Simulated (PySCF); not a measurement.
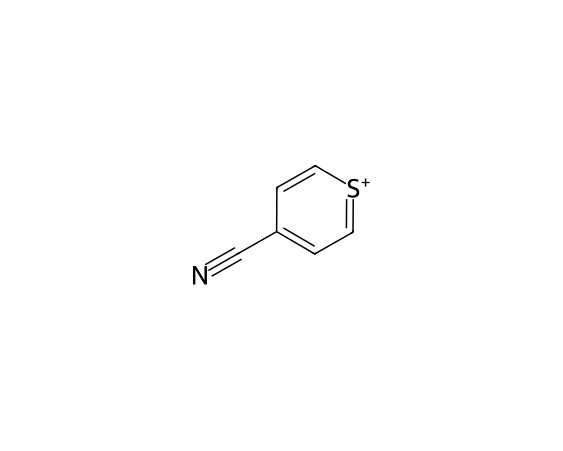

Skeletal drawing of a molecule. State: charge +1, singlet.

> Write the SMILES.

N#Cc1cc[s+]cc1

> What is the molecular formula?

C6H4NS, charge +1.

> An optimisation with GFN2-xTB gave a structure of which point group?

C2v.

The parts below concern this one geometry. Atoms keep their numbers from picture to picture. Computed geometry: GFN2-xTB optimisation. No frequency run is at hand to confirm it as a minimum.

**Geometry**

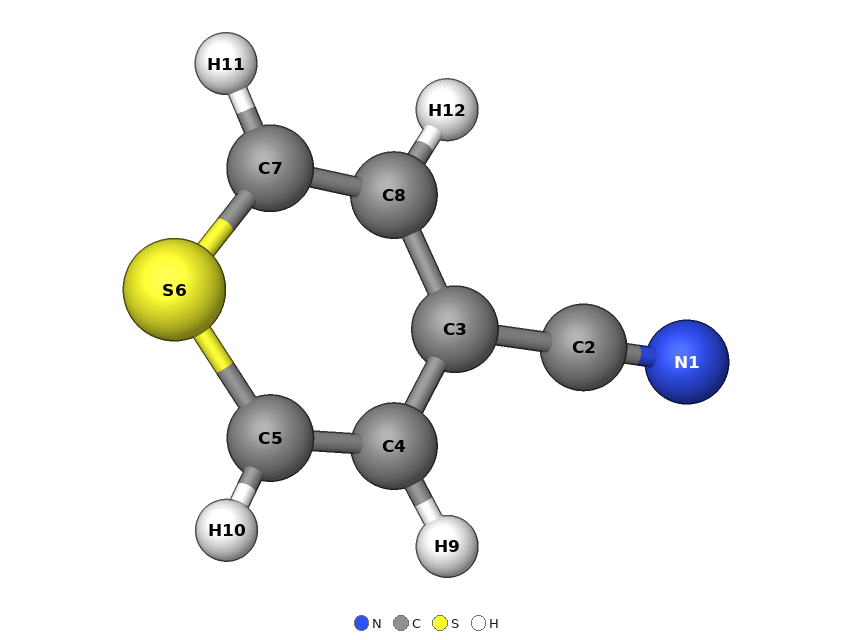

Atoms carry their numbers in the input. No frequency run is at hand to confirm it as a minimum.

Give the bond lengths.

```csv
bond,length (Å),order
N1–C2,1.143,triple
C2–C3,1.421,delocalised
C3–C4,1.403,aromatic
C3–C8,1.403,aromatic
C4–C5,1.370,aromatic
C4–H9,1.083,single
C5–S6,1.694,aromatic
C5–H10,1.081,single
S6–C7,1.694,aromatic
C7–C8,1.370,aromatic
C7–H11,1.081,single
C8–H12,1.083,single
```

**Excitation**

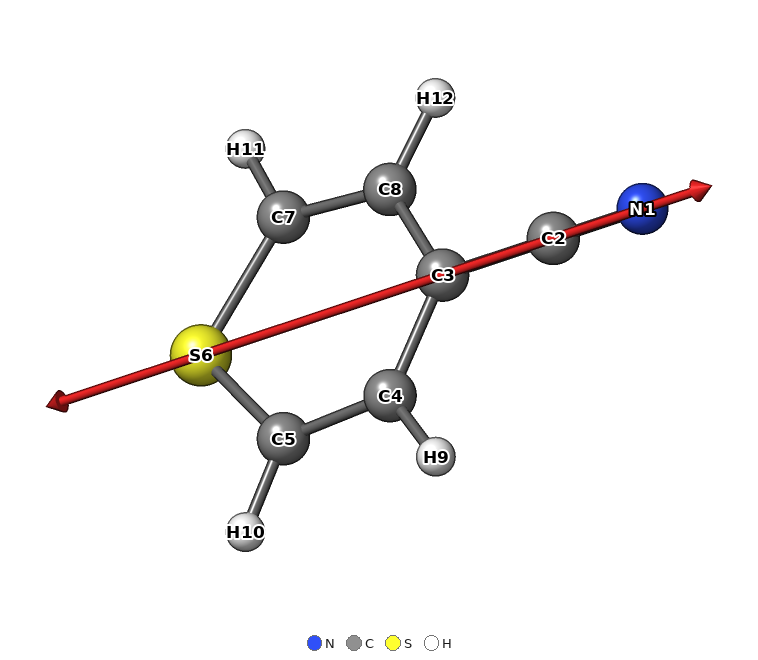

The double arrow shows the direction of the transition dipole to excited singlet state 2 (its length means nothing). No frequency run is at hand to confirm it as a minimum. Properties computed with TDDFT PBE0/def2-SVPD, vertical, gas phase, core orbitals frozen in the response (PySCF 2.14.0).

> How is the transition polarised?

In the molecular plane, nearly parallel to the C2–C3 bond.

> Give its energy, strength and character.

4.64 eV (267 nm), oscillator strength 0.31, mainly HOMO → LUMO (weight 0.94); transition dipole 4.18 D.

**NMR shielding**

The questions are on isotropic NMR shieldings of the C atoms. No frequency run is at hand to confirm it as a minimum. Level of theory: GIAO PBE0/pcSseg-1 NMR shielding, non-relativistic, gas phase (PySCF 2.14.0).

Give the isotropic NMR shieldings of the C atoms atom by atom.

```json
{"atom": "C2", "σ (ppm)": "66.4"}
{"atom": "C3", "σ (ppm)": "45.1"}
{"atom": "C4", "σ (ppm)": "40.2"}
{"atom": "C5", "σ (ppm)": "17.7"}
{"atom": "C7", "σ (ppm)": "17.7"}
{"atom": "C8", "σ (ppm)": "40.2"}
```

**Charges**

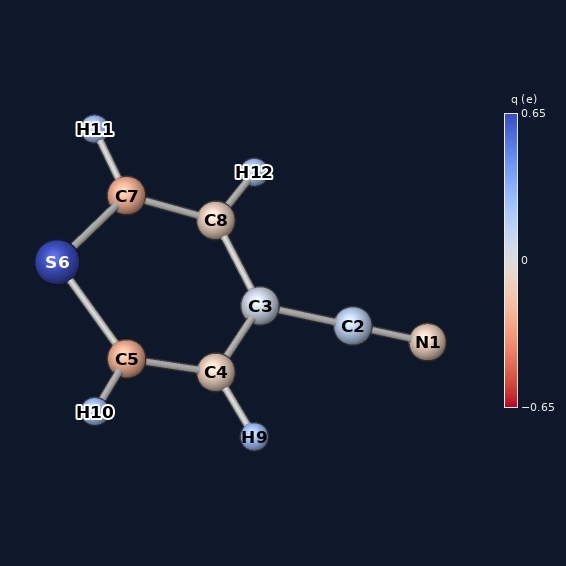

Atoms are coloured by their IAO charges. No frequency run is at hand to confirm it as a minimum. Method: PBE0/pcSseg-1, gas phase (PySCF 2.14.0).

Give the IAO charges atom by atom.

```json
{"atom": "N1", "value (e)": "−0.09"}
{"atom": "C2", "value (e)": "0.13"}
{"atom": "C3", "value (e)": "0.06"}
{"atom": "C4", "value (e)": "−0.09"}
{"atom": "C5", "value (e)": "−0.23"}
{"atom": "S6", "value (e)": "0.64"}
{"atom": "C7", "value (e)": "−0.23"}
{"atom": "C8", "value (e)": "−0.09"}
{"atom": "H9", "value (e)": "0.22"}
{"atom": "H10", "value (e)": "0.23"}
{"atom": "H11", "value (e)": "0.23"}
{"atom": "H12", "value (e)": "0.22"}
```
